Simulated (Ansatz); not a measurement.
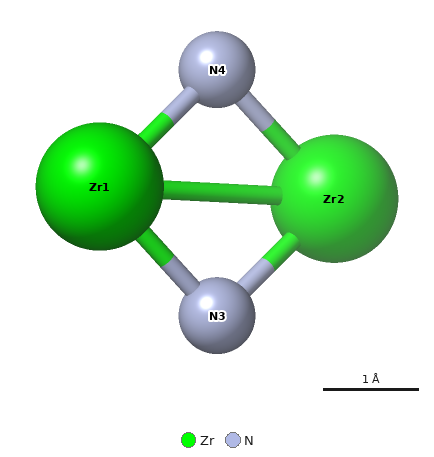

The input geometry (ball-and-stick view, seen at a tilt; atoms are numbered from 1 in the order of the input). Sticks mark near contacts.

Run report: Zr2N2, single-point calculation

System: Zr2N2, multiplicity 3.
Method: UKS PBE with 10 % exact exchange/def2-TZVP (Ansatz 0.2.0).

The geometry comes from this level: PBE0-D4/def2-TZVP.

## What the program printed
```
Functional definition: unnamed
  exchange = 0.90*pbe_x + 0.10*exact_x
  correlation = pbe_c
these checks for a lower state are left out or cut short: starts
952 factors; their error is unknown
mean field evaluation 1: about -5539.3263 eV, gradient 3.2e0 eV
mean field evaluation 2: about -5539.3706 eV, gradient 4.7e-2 eV
mean field evaluation 4: about -5539.3903 eV, gradient 2.2e-4 eV
mean field evaluation 8: about -5539.3903 eV, gradient 2.3e-5 eV
mean field -5539.39028569 eV, -203.5688382654 hartree, gradient 2.3e-5 eV, S^2 2.006320; 0 other end points of the search recorded, 0 dependent functions left out
reference -5539.39032766 eV, -203.5688398079 hartree; 20, 18 occupied and 122, 124 virtual orbitals, 952 factors
Total energy: -5539.39032766 eV, -203.5688398079 hartree
Checks for a lower state left out: starts
```

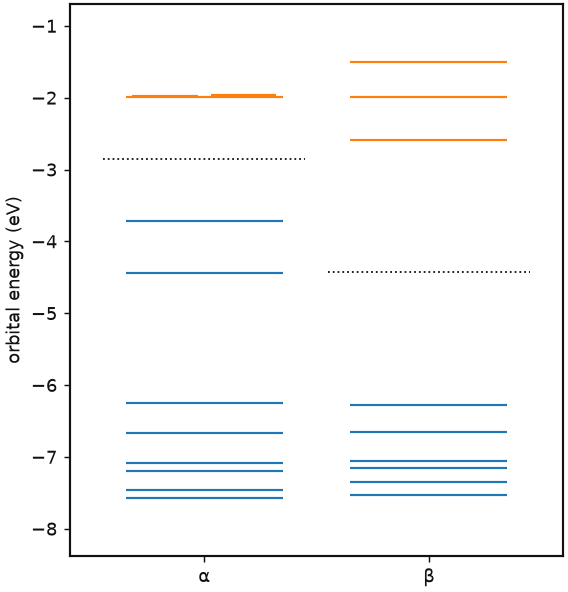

Orbital energies near the frontier for α and β spins; the dotted line parts filled from empty levels, and levels within 0.02 eV of each other stand side by side. α: highest filled −3.71 eV, lowest empty −1.99 eV, 1.72 eV apart; β: highest filled −6.27 eV, lowest empty −2.59 eV, 3.68 eV apart.

This output came from the following input.

## Input file
```yaml
crystal:
  periodic: [false, false, false]
  atoms:
    - {symbol: Zr, position_ang: [0.134141, -0.278009, 1.364253]}
    - {symbol: Zr, position_ang: [-0.134281, 0.278083, -1.364223]}
    - {symbol: N, position_ang: [-0.649285, -1.115365, -0.163449]}
    - {symbol: N, position_ang: [0.649425, 1.115282, 0.163419]}
basis:
  gaussian: {orbitals: def2-TZVP, initial_orbitals: start.molden}
magnetization: {spin_polarized: true, initial_magnetization: 2}
hamiltonian: {xc: {text: "exchange = 0.90*pbe_x + 0.10*exact_x\ncorrelation = pbe_c"}}
scf: {omitted_lower_state_checks: [starts]}
output: {orbitals: {seedname: orbitals}}
```

Launch command:
```bash
ansatz run in.yaml --threads 4 --pin off --events-out ev --progress --plain --max-ram 3916MiB
```

## Key numbers

| quantity | value |
| --- | --- |
| outcome | converged |
| total energy | −5539.3903 eV |
| ⟨S²⟩ | 2.006 |
| SCF solution under orbital rotations | stable |
| HOMO (either spin) | −3.71 eV |
| LUMO (either spin) | −2.59 eV |
| hardware | 4 threads of Arm Neoverse V1, 23 GiB of memory available, shared host |
| wall time | 3.4 s (CPU time 13 s) |
| peak memory | 0.38 GiB |
